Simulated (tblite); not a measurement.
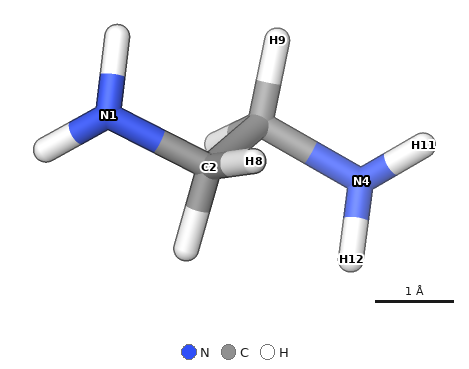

The input geometry (stick view, seen at a tilt; atoms are numbered from 1 in the order of the input). Bond lengths as drawn: C–C 1.51 Å, C–H 1.06 to 1.13 Å, C–N 1.49 to 1.50 Å and H–N 1.00 to 1.05 Å.

Run report: C₂H₈N₂, geometry relaxation

- system: C₂H₈N₂, SMILES NCCN
- method: GFN2-xTB geometry optimisation, gas phase (tblite 0.8.0)

Log
```
step      E/eV     max force
  0    -385.06021    3.969
  1    -385.35410    0.993
  2    -385.44563    0.853
  3    -385.50276    0.628
  4    -385.53413    0.332
  5    -385.54271    0.249
  6    -385.55308    0.222
  7    -385.56047    0.248
  8    -385.56718    0.213
  9    -385.57300    0.207
 10    -385.58011    0.232
 11    -385.58847    0.295
 12    -385.59568    0.208
 13    -385.60074    0.197
 14    -385.60649    0.226
 15    -385.61432    0.285
 16    -385.62377    0.317
 17    -385.63378    0.297
 18    -385.64360    0.239
 19    -385.65240    0.245
 20    -385.65960    0.195
 21    -385.66380    0.127
 22    -385.66555    0.173
 23    -385.66570    0.130
 24    -385.66795    0.084
 25    -385.66876    0.058
 26    -385.66926    0.047
 27    -385.66953    0.047
 28    -385.67001    0.045
 29    -385.67036    0.050
 30    -385.67074    0.047
 31    -385.67098    0.033
 32    -385.67113    0.037
 33    -385.67128    0.037
 34    -385.67147    0.034
 35    -385.67166    0.037
 36    -385.67184    0.043
 37    -385.67200    0.039
 38    -385.67217    0.028
 39    -385.67229    0.028
 40    -385.67236    0.017
 41    -385.67237    0.012
 42    -385.67238    0.009
 43    -385.67239    0.009
 44    -385.67241    0.011
 45    -385.67241    0.007
 46    -385.67242    0.007
 47    -385.67243    0.007
 48    -385.67244    0.012
 49    -385.67246    0.017
 50    -385.67248    0.016
 51    -385.67249    0.011
 52    -385.67251    0.011
 53    -385.67253    0.012
 54    -385.67255    0.012
 55    -385.67257    0.012
 56    -385.67259    0.011
 57    -385.67260    0.011
 58    -385.67263    0.017
 59    -385.67266    0.018
 60    -385.67270    0.017
 61    -385.67273    0.014
 62    -385.67276    0.015
 63    -385.67279    0.014
 64    -385.67280    0.008
 65    -385.67281    0.003
```

Trajectory as extended XYZ (Å, eV, eV/Å), 12 frames, from step=0 to step=65
```
12
Properties=species:S:1:pos:R:3:forces:R:3 step=0 energy=-385.06021
N     1.8756   -0.0963   -0.1380    0.0600   0.6950  -0.5050
C     0.4501   -0.1828   -0.5593    2.2260  -2.2890   2.3580
C    -0.4520    0.2378    0.5776   -2.4030  -0.2830  -0.7800
N    -1.8429    0.1153    0.0168    0.2160  -1.1450   0.9480
H     2.2489   -0.9433    0.3028   -0.4800   0.8620   0.1210
H     1.9977    0.7805    0.4005    0.1820  -1.1360  -0.2170
H     0.2856   -1.2930   -0.6630   -0.1120   0.9980  -0.6480
H     0.3388    0.3658   -1.4543   -0.3280   0.5280  -0.8420
H    -0.3020    1.2749    0.9057    0.0310  -0.3660  -0.0070
H    -0.4293   -0.4815    1.4381    0.3170   0.6940  -0.5710
H    -2.2421    0.9613   -0.3479    0.2320  -0.1340  -0.4570
H    -1.9235   -0.7415   -0.5830    0.0600   1.5760   0.5990
12
Properties=species:S:1:pos:R:3:forces:R:3 step=5 energy=-385.54271
N     1.9077   -0.0802   -0.1804   -0.1140  -0.0400   0.0980
C     0.5013   -0.2210   -0.5147   -0.0710  -0.0780  -0.0500
C    -0.5166    0.2177    0.5511    0.0370  -0.0720   0.0980
N    -1.8942    0.0973    0.0959    0.0430   0.0090  -0.0010
H     2.2327   -0.8896    0.3340    0.0220   0.0370   0.1390
H     2.0277    0.7363    0.4085    0.1300   0.0480  -0.0310
H     0.2897   -1.2715   -0.7243    0.1170  -0.0830  -0.2030
H     0.3289    0.3486   -1.4289   -0.0600   0.1670  -0.1660
H    -0.3163    1.2342    0.8900   -0.0430   0.1270  -0.0660
H    -0.4137   -0.4386    1.4169    0.0440  -0.1260   0.2040
H    -2.2099    0.9323   -0.3826    0.0970   0.0410  -0.0770
H    -1.9325   -0.6683   -0.5695   -0.2040  -0.0310   0.0550
12
Properties=species:S:1:pos:R:3:forces:R:3 step=11 energy=-385.58847
N     1.8958   -0.0933   -0.1575    0.1410   0.0330  -0.1370
C     0.5020   -0.2281   -0.5258   -0.1690   0.0280  -0.0770
C    -0.5239    0.1837    0.5591    0.2820   0.0030  -0.0850
N    -1.8996    0.1076    0.1088   -0.1410  -0.0500   0.0730
H     2.2141   -0.8707    0.4037   -0.0800  -0.1000   0.1280
H     2.0631    0.7526    0.3735   -0.0720   0.1100  -0.0490
H     0.3350   -1.2709   -0.8210   -0.0360   0.0620   0.0820
H     0.3141    0.3854   -1.4226    0.1340   0.0320   0.1490
H    -0.3316    1.2191    0.8567    0.0700  -0.0380   0.0710
H    -0.3980   -0.4474    1.4500   -0.0800  -0.0450  -0.1280
H    -2.1438    0.9394   -0.4114   -0.0180   0.0810  -0.1100
H    -2.0225   -0.6799   -0.5179   -0.0300  -0.1160   0.0840
12
Properties=species:S:1:pos:R:3:forces:R:3 step=17 energy=-385.63378
N     1.9123   -0.1134   -0.1641   -0.1940  -0.0620   0.2160
C     0.5129   -0.2207   -0.5517    0.0610   0.0700   0.0600
C    -0.5042    0.1646    0.5434   -0.2110  -0.0180   0.0210
N    -1.9022    0.1303    0.1264    0.1180   0.1100  -0.1260
H     2.1347   -0.8437    0.5101    0.0180   0.1650  -0.0280
H     2.0552    0.7857    0.2917    0.1080  -0.1090  -0.0530
H     0.3382   -1.2543   -0.8699   -0.0460   0.1410  -0.1130
H     0.3710    0.4650   -1.3937   -0.0480  -0.1370  -0.1360
H    -0.2914    1.1885    0.8748   -0.0100  -0.1140   0.0750
H    -0.4148   -0.5055    1.4066    0.0980  -0.0110  -0.0510
H    -2.0964    0.9216   -0.4832   -0.0030  -0.1670  -0.0110
H    -2.1107   -0.7207   -0.3946    0.1070   0.1320   0.1440
12
Properties=species:S:1:pos:R:3:forces:R:3 step=23 energy=-385.66570
N     1.8943   -0.1408   -0.1313    0.0610   0.0010   0.0540
C     0.5125   -0.1974   -0.5748    0.1000  -0.0120  -0.0180
C    -0.5020    0.1442    0.5311   -0.0960   0.0440   0.0680
N    -1.8980    0.1778    0.1380   -0.0160  -0.0930  -0.0850
H     2.0464   -0.7739    0.6514   -0.0550   0.0630  -0.1000
H     2.1013    0.8001    0.1933    0.0450  -0.0740   0.0090
H     0.3240   -1.1989   -0.9692   -0.0220  -0.0760   0.0290
H     0.4162    0.5098   -1.4023   -0.0720   0.0570  -0.0470
H    -0.2533    1.1313    0.9326   -0.0120   0.0530   0.0530
H    -0.4068   -0.5836    1.3439   -0.0020  -0.0040   0.0000
H    -2.0436    0.8602   -0.6009    0.0310  -0.0670   0.0300
H    -2.1863   -0.7316   -0.2159    0.0360   0.1090   0.0060
12
Properties=species:S:1:pos:R:3:forces:R:3 step=29 energy=-385.67036
N     1.8989   -0.1359   -0.1401   -0.0260  -0.0070   0.0060
C     0.5131   -0.1937   -0.5711   -0.0450   0.0080   0.0200
C    -0.5060    0.1550    0.5385    0.0490  -0.0100   0.0050
N    -1.8980    0.1700    0.1324    0.0220   0.0040  -0.0230
H     2.0522   -0.7875    0.6243   -0.0090   0.0120  -0.0360
H     2.1124    0.7934    0.2102    0.0050  -0.0160  -0.0250
H     0.3195   -1.2063   -0.9427    0.0080   0.0280   0.0240
H     0.3934    0.4993   -1.4118    0.0160   0.0060   0.0450
H    -0.2669    1.1449    0.9438   -0.0200  -0.0100  -0.0170
H    -0.4060   -0.5728    1.3511   -0.0150   0.0060   0.0070
H    -2.0462    0.8653   -0.5929    0.0140  -0.0430   0.0040
H    -2.1616   -0.7345   -0.2458    0.0020   0.0220  -0.0100
12
Properties=species:S:1:pos:R:3:forces:R:3 step=35 energy=-385.67166
N     1.8968   -0.1373   -0.1448    0.0170  -0.0180   0.0000
C     0.5091   -0.1894   -0.5645    0.0080   0.0050  -0.0060
C    -0.5053    0.1555    0.5456   -0.0250   0.0020  -0.0020
N    -1.8944    0.1677    0.1289   -0.0310   0.0040  -0.0180
H     2.0470   -0.7912    0.6168    0.0340   0.0110   0.0100
H     2.1242    0.7908    0.1988   -0.0090  -0.0180  -0.0040
H     0.3153   -1.2009   -0.9363   -0.0170   0.0060  -0.0070
H     0.3877    0.5072   -1.4003   -0.0060   0.0180  -0.0040
H    -0.2753    1.1479    0.9481    0.0070  -0.0100   0.0080
H    -0.4091   -0.5724    1.3582   -0.0050   0.0140   0.0130
H    -2.0334    0.8554   -0.6046    0.0070   0.0050  -0.0010
H    -2.1579   -0.7361   -0.2500    0.0170  -0.0170   0.0110
12
Properties=species:S:1:pos:R:3:forces:R:3 step=41 energy=-385.67237
N     1.8972   -0.1430   -0.1480    0.0020   0.0000   0.0000
C     0.5068   -0.1865   -0.5601    0.0040  -0.0010   0.0000
C    -0.5084    0.1571    0.5504    0.0000   0.0030   0.0010
N    -1.8953    0.1669    0.1239    0.0040  -0.0010   0.0030
H     2.0549   -0.7914    0.6169   -0.0020  -0.0050  -0.0030
H     2.1313    0.7859    0.1878    0.0030   0.0010   0.0010
H     0.3037   -1.1941   -0.9377    0.0010   0.0000  -0.0070
H     0.3851    0.5171   -1.3906    0.0050  -0.0010   0.0000
H    -0.2782    1.1484    0.9551   -0.0090   0.0080  -0.0010
H    -0.4150   -0.5691    1.3648   -0.0070   0.0000  -0.0010
H    -2.0256    0.8476   -0.6178   -0.0030  -0.0010   0.0020
H    -2.1517   -0.7417   -0.2489    0.0010  -0.0020   0.0050
12
Properties=species:S:1:pos:R:3:forces:R:3 step=47 energy=-385.67243
N     1.8980   -0.1439   -0.1481   -0.0050   0.0010  -0.0010
C     0.5074   -0.1859   -0.5599   -0.0030   0.0020   0.0000
C    -0.5086    0.1579    0.5506    0.0020   0.0010  -0.0010
N    -1.8954    0.1667    0.1241    0.0030  -0.0030   0.0040
H     2.0549   -0.7925    0.6166    0.0000  -0.0060   0.0010
H     2.1330    0.7848    0.1872    0.0040   0.0000   0.0030
H     0.3034   -1.1926   -0.9397    0.0010   0.0020   0.0030
H     0.3869    0.5183   -1.3901    0.0010   0.0040   0.0000
H    -0.2809    1.1499    0.9551    0.0030   0.0000  -0.0020
H    -0.4169   -0.5684    1.3651    0.0050   0.0040  -0.0010
H    -2.0260    0.8461   -0.6185   -0.0060   0.0000  -0.0040
H    -2.1510   -0.7430   -0.2463   -0.0050  -0.0040  -0.0020
12
Properties=species:S:1:pos:R:3:forces:R:3 step=53 energy=-385.67253
N     1.8983   -0.1459   -0.1473    0.0080  -0.0050   0.0020
C     0.5080   -0.1824   -0.5598    0.0030   0.0000  -0.0030
C    -0.5094    0.1614    0.5495    0.0010   0.0000   0.0000
N    -1.8967    0.1635    0.1245   -0.0050   0.0030  -0.0080
H     2.0551   -0.8006    0.6124   -0.0050   0.0080   0.0000
H     2.1390    0.7801    0.1916   -0.0080  -0.0060   0.0050
H     0.3029   -1.1885   -0.9406   -0.0070   0.0030  -0.0040
H     0.3914    0.5232   -1.3894   -0.0050   0.0010   0.0020
H    -0.2849    1.1552    0.9516    0.0000   0.0010  -0.0050
H    -0.4146   -0.5622    1.3659    0.0050   0.0000   0.0010
H    -2.0333    0.8412   -0.6190    0.0060  -0.0080   0.0060
H    -2.1509   -0.7478   -0.2435    0.0060   0.0030   0.0040
12
Properties=species:S:1:pos:R:3:forces:R:3 step=59 energy=-385.67266
N     1.8993   -0.1515   -0.1461   -0.0160   0.0070   0.0010
C     0.5092   -0.1770   -0.5617   -0.0070  -0.0040   0.0000
C    -0.5087    0.1654    0.5477    0.0010   0.0040  -0.0010
N    -1.8970    0.1601    0.1254    0.0100  -0.0070   0.0130
H     2.0488   -0.8074    0.6138   -0.0050  -0.0110   0.0000
H     2.1438    0.7717    0.1974   -0.0020   0.0070   0.0000
H     0.2975   -1.1791   -0.9488    0.0010  -0.0080  -0.0060
H     0.3967    0.5342   -1.3869    0.0050   0.0020  -0.0020
H    -0.2886    1.1618    0.9450    0.0040   0.0030   0.0060
H    -0.4083   -0.5555    1.3662   -0.0010   0.0080  -0.0020
H    -2.0373    0.8298   -0.6240    0.0060   0.0050  -0.0060
H    -2.1505   -0.7552   -0.2321    0.0040  -0.0070  -0.0030
12
Properties=species:S:1:pos:R:3:forces:R:3 step=65 energy=-385.67281
N     1.8971   -0.1551   -0.1445    0.0020  -0.0010  -0.0010
C     0.5082   -0.1724   -0.5637    0.0010   0.0010   0.0000
C    -0.5076    0.1716    0.5464    0.0010   0.0000   0.0010
N    -1.8965    0.1545    0.1274    0.0000   0.0010  -0.0010
H     2.0423   -0.8199    0.6086   -0.0010   0.0010   0.0000
H     2.1435    0.7641    0.2086   -0.0020  -0.0010   0.0000
H     0.2922   -1.1725   -0.9546    0.0020   0.0020  -0.0010
H     0.4015    0.5424   -1.3866    0.0000  -0.0010  -0.0010
H    -0.2919    1.1715    0.9377    0.0010  -0.0010   0.0020
H    -0.4007   -0.5436    1.3688    0.0000   0.0010   0.0030
H    -2.0416    0.8209   -0.6244   -0.0020  -0.0020   0.0000
H    -2.1418   -0.7642   -0.2279   -0.0010   0.0010   0.0000
```

The run was set up as follows.

Input file
```
{"job": {"xc": "GFN2-xTB", "basis": "xTB", "kind": "relax"}, "charge": 0, "multiplicity": 1}
N      1.875600    -0.096300    -0.138000
C      0.450100    -0.182800    -0.559300
C     -0.452000     0.237800     0.577600
N     -1.842900     0.115300     0.016800
H      2.248900    -0.943300     0.302800
H      1.997700     0.780500     0.400500
H      0.285600    -1.293000    -0.663000
H      0.338800     0.365800    -1.454300
H     -0.302000     1.274900     0.905700
H     -0.429300    -0.481500     1.438100
H     -2.242100     0.961300    -0.347900
H     -1.923500    -0.741500    -0.583000
```

The first line tells a small driver script what to run in tblite; the rest is the geometry in Å.

Command:
```bash
OMP_NUM_THREADS=1 python <driver script> task.json out
```

Summary

- outcome: converged
- total energy: −385.6728 eV
- hardware: 1 CPU thread, shared host
- peak memory: 0.18 GiB
